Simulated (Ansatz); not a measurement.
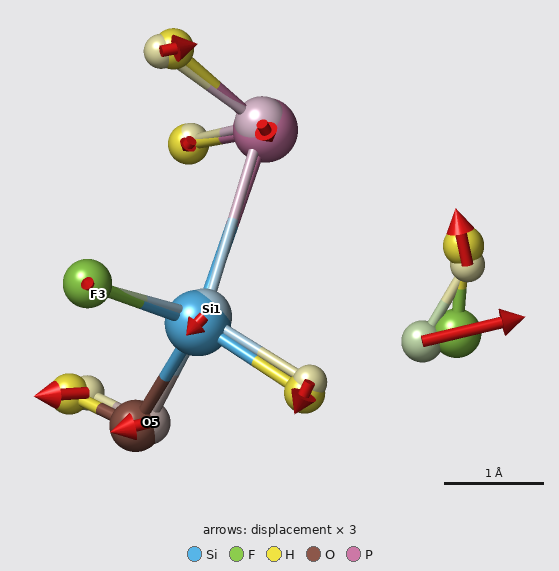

This is a relaxation of SiPH5OF2. The starting structure is drawn faded, the final one solid; red arrows show the displacements, 3 times their true length. The two geometries are superimposed by the best rigid fit.

The picture is a ball-and-stick view, seen at a tilt.

The run prepares an end point of a later path (reaction) calculation, from a guessed geometry.

These are results of RKS PBE0-D4/def2-SVP (Ansatz 0.2.0), not measurements. Settings: no spin polarisation; force threshold 0.03 eV/Å; at most 50 steps.

Which element moves most?

Fluorine: up to 0.36 Å, against 0.20 Å for hydrogen.

Describe the change and its energy.

The largest move after the best rigid fit is that of an F atom, 0.36 Å. Largest moves by element: F 0.36 Å, H 0.20 Å, O 0.14 Å, P 0.10 Å, Si 0.09 Å. Among the contacts that change: P–Si 2.208 → 2.269 Å, F–H 0.924 → 0.929 Å, F–Si 1.632 → 1.627 Å. Among the angles between lasting bonds that change: F–Si–H 105.3° → 107.4°. Over 7 accepted moves (8 points after the start) the energy falls by 0.055 eV. The largest force component goes from 0.59 to 0.029 eV/Å. The line search rejected the trial step at point 2 of the run.

Limits of the set-up: the start holds two separate molecules, 2.6 Å apart at their closest, whose relative position is a soft coordinate.
